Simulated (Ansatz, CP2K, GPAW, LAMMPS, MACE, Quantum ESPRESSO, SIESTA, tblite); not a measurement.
**La2O3 with crystalline order left by the classical run (95 atoms): other programs against plane waves**

Aim: forces, pressure and gap of La2O3 with crystalline order left by the classical run (95 atoms) at one geometry, from other programs and methods, against plane-wave PBE.

Results are calculated, not measured.

## Step 1: The cell

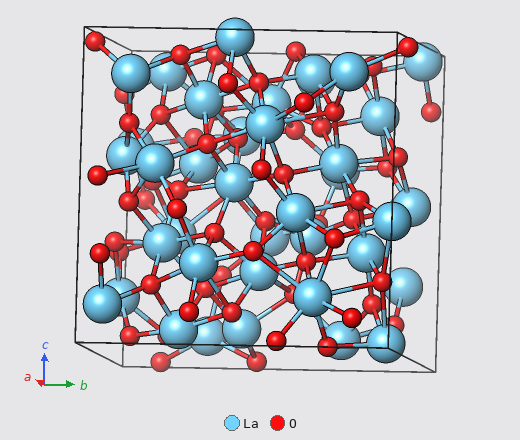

The cell (lanthanum blue, oxygen red). Some periodic images of atoms are drawn too.

The cell holds 95 atoms (38 La and 57 O), with edges of 12.17, 12.17 and 12.17 Å. Recipe: 95 atoms (38 Nd, 57 O) placed at random at 6.31 g/cm³, melted at 5000 K for 10 ps at fixed volume with the Morse and Coulomb pair potential with partial charges (Pedone, Malavasi, Menziani, Cormack and Segre, J. Phys. Chem. B 110, 11780 (2006)). Quenched from 5000 K to 300 K at 20 K/ps and fixed volume, held 5 ps, then minimised at fixed cell. Then Nd was replaced by La and the cell scaled by 1.023 (the potential has no terms for the new elements, so the cell is a start for a DFT relaxation). The density is 5.71 g/cm³.

## Step 2: The reference input

Quantum ESPRESSO 7.5: Kohn-Sham DFT, PBE, SSSP efficiency 1.3.0 pseudopotentials, plane waves. Its input, pw.in:

```
&control
  calculation = 'scf'
  pseudo_dir = './pseudo'
  outdir = './tmp'
  disk_io = 'none'
  tprnfor = .true.
  tstress = .true.
/
&system
  ibrav = 0
  nat = 95
  ntyp = 2
  ecutwfc = 60
  ecutrho = 480
  nosym = .true.
  occupations = 'smearing'
  smearing = 'fd'
  degauss = 0.003675
/
&electrons
  conv_thr = 4.8e-07
  electron_maxstep = 100
  mixing_beta = 0.4
  mixing_mode = 'plain'
  diagonalization = 'david'
/
ATOMIC_SPECIES
La 138.905 La.upf
O 15.999 O.upf
CELL_PARAMETERS angstrom
12.16777 0.00000 0.00000
0.00000 12.16777 0.00000
0.00000 0.00000 12.16777
ATOMIC_POSITIONS crystal
La 0.62796 0.27172 0.07450
La 0.37676 0.04395 0.19254
La 0.87403 0.21804 0.58166
La 0.89250 0.13602 0.86247
[... 89 atom lines left out ...]
O 0.48736 0.84481 0.92930
O 0.16190 0.33343 0.28166
K_POINTS gamma
```

```console
$ OMP_NUM_THREADS=1 mpirun -np 4 pw.x -in pw.in > output.txt
```

Run time: 21 min. Hardware: 4 MPI ranks of Arm Neoverse V2, shared host; peak memory 13 GiB; 83 min of CPU time.

It converged with an r.m.s. force component of 0.26 eV/Å and a pressure of 0.36 GPa.

Its highest filled and lowest empty levels lie 3.12 eV apart on its k-points.

## Step 3: The other programs

- CP2K 2026.2: Gaussian basis with GTH pseudopotentials and a plane-wave density; labels give functional, basis (MOLOPT sets; SR short-range, UZH the newer set with its own potentials), grid cutoff/relative cutoff and solver (OT: orbital transformation; TRS4, TC2, SIGN: linear-scaling purification with its sparsity filter), or its built-in tight binding.
- GPAW 26.7.0: PAW with atomic orbitals (LCAO), plane waves or a real-space grid of spacing h.
- MACE: machine-learned potential, published weights.
- SIESTA 5.4.2: numerical atomic orbitals, whose automatically made sets are far from complete, with PseudoDojo norm-conserving potentials that we converted to its format (checked against plane waves on the same files for H, C, O, Si, Ge and Ca alone); labels give functional, basis size, energy shift and mesh cutoff.
- tblite 0.8.0: extended tight binding, driven from Python.

All use the same cell and atoms, and the electronic-structure runs the same k-mesh.

## Step 4: All runs compared

Differences are against the reference: forces as r.m.s. over components, share as that over the reference's r.m.s. force, slope as the fitted ratio of a run's forces to the reference's.

```tsv
run	Δ force, r.m.s. (meV/Å)	share (%)	slope	Δ pressure (GPa)	Δ gap (eV)	cores	CPU time	memory (GiB)
reference	-	-	-	-	-	4	83 min	13
CP2K PBE, DZVP-MOLOPT-SR, 600/50 Ry, OT DIIS	46.0	17.4	1.042	0.996	-0.0335	4	57 min	7.1
GPAW PBE, LCAO dzp, h 0.18 Å	92.6	35.1	0.966	-	0.0171	1	16 min	3.1
GPAW PBE, LCAO dzp, h 0.22 Å (coarse)	160	60.5	0.934	-	0.0146	1	10 min	2.0
MACE MP-0b2 small potential	60.4	22.9	0.922	-1.53	-	1	5.8 s	0.66
MACE MP-0b3 medium potential	59.8	22.7	0.882	-1.60	-	1	7.2 s	0.97
MACE MPA-0 medium potential	78.3	29.7	0.960	-1.11	-	1	7.3 s	0.97
SIESTA PBE, DZ, shift 0.01 Ry, mesh 500 Ry (coarse)	135	51.2	1.232	-0.636	-0.120	2	6.2 min	3.0
SIESTA PBE, DZP, shift 0.01 Ry, mesh 500 Ry	128	48.4	1.099	2.31	-0.132	4	12 min	4.4
SIESTA PBE, SZ, shift 0.01 Ry, mesh 500 Ry (coarse)	171	64.6	1.327	-4.59	-0.605	1	4.2 min	2.0
SIESTA PBE, SZP, shift 0.01 Ry, mesh 500 Ry (coarse)	167	63.4	1.182	4.02	-0.387	2	8.8 min	3.5
tblite IPEA1-xTB	435	165	-0.142	-0.144	-	1	20 s	0.14
```

Rows marked coarse were listed beforehand as settings not expected to be converged; some can still land near the reference.

Times of the machine-learned potentials are mostly Python's start and the loading of weights.

Runs without a result: tblite GFN2-xTB (not converged); CP2K GFN1-xTB, OT DIIS (not converged); CP2K PBE, DZVP-MOLOPT-SR, 600/50 Ry, TRS4 filter 1e-05, SCF 1e-06 (not converged); GPAW PBE, LCAO sz(dzp), h 0.18 Å (stopped at the start).

CPU time is summed over cores on shared hosts, so it is rough.

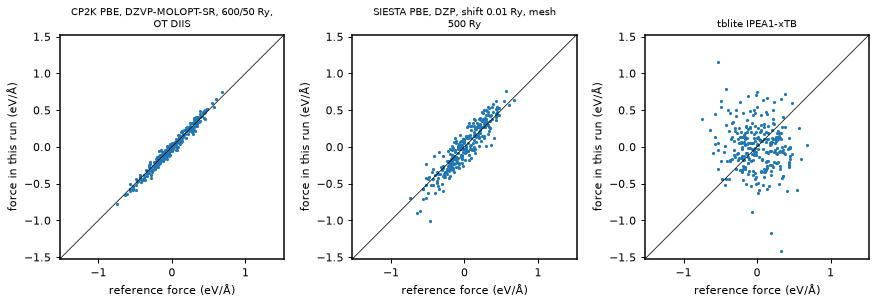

Force components against those of the reference; the line marks equality.

## Step 5: What came out

Forces lie from 17 % (CP2K PBE, DZVP-MOLOPT-SR, 600/50 Ry, OT DIIS) to 165 % (tblite IPEA1-xTB) of the reference's r.m.s. force of 0.26 eV/Å away from it. The PBE runs in local orbitals, coarse settings apart, differ by 17 % (CP2K PBE, DZVP-MOLOPT-SR, 600/50 Ry, OT DIIS) to 48 % (SIESTA PBE, DZP, shift 0.01 Ry, mesh 500 Ry); basis, grid and potentials can all enter. Tight binding differs by 165 % (tblite IPEA1-xTB); it is another model, with fitted parameters of its own, and the xTB methods hold dispersion. Machine-learned potentials differ by 23 % (MACE MP-0b3 medium potential) to 30 % (MACE MPA-0 medium potential); they were trained on other programs' data.

IPEA1-xTB was fitted to ionisation energies and electron affinities, not to forces or charges. Runs with settings chosen to be coarse differ by 51 % (SIESTA PBE, DZ, shift 0.01 Ry, mesh 500 Ry) to 65 % (SIESTA PBE, SZ, shift 0.01 Ry, mesh 500 Ry), their programs' other errors included. From GPAW PBE, LCAO dzp, h 0.22 Å to the finer GPAW PBE, LCAO dzp, h 0.18 Å the share falls from 61 to 35 %. Pressures at PBE, coarse settings apart, lie +1.00 to +2.31 GPa from the reference's. Gaps at PBE, coarse settings apart, lie -0.13 to +0.02 eV from the reference's.

**Limits.** Periodic xTB results under one method name differ between programs and library versions. The reference's pressure holds the uncorrected Pulay stress of its 60 Ry basis, so small pressure differences may be the reference's own error. Machine-learned potentials mimic data converged in k, so the reference's own k-point error enters their differences. The quench rate of 20 K/ps is many orders above laboratory rates, so the cell is likely richer in defects and strain than a real sample. The network of bonds at the start is that of the classical potential that made the cell, and needn't be the one that DFT or experiment would give. The reference's stress is far from hydrostatic: its diagonal is -0.4, -1.5, 3.0 GPa, compression counted positive. The electronic-structure runs sample only Γ, in a cell whose shortest periodic width is 12 Å. Spin–orbit coupling is left out, which matters for the levels of the heavy elements. Where levels are smeared, the DFT runs use Fermi–Dirac occupations at 580 K (0.05 eV), and energies are free energies. The reference's cutoffs and mesh weren't converged further here.

[Logs are printed without paths, hosts, clocks, repeated set-up lines and the standing remarks that a program may print on its own settings, such as how far it seeks lower states.]

[Hosts, paths, dates, database ids (printed as entryN), source tags and the programs' standing remarks are cut or masked in the printed files.]

[Cells were taken only where this reference lay near another plane-wave run.]
